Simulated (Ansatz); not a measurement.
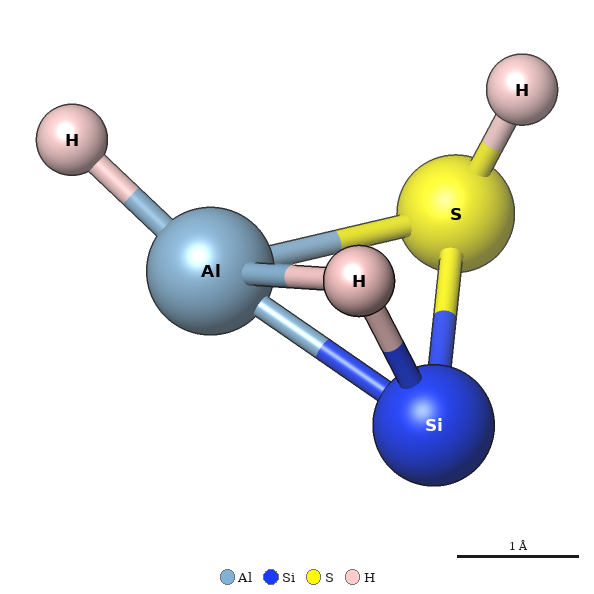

Atoms fade into the background with distance from the viewer. The geometry was computed by an optimisation with PBE0-D4/def2-TZVP. No frequency run is at hand to confirm it as a minimum. Masses are those of the most abundant isotopes; constants are for the rigid equilibrium geometry.

Classify the rotor and give the rotational constants (MHz).

An asymmetric top (C1): A = 5988, B = 5259, C = 2910 MHz. Ray's parameter κ is 0.53, nearer the oblate limit.
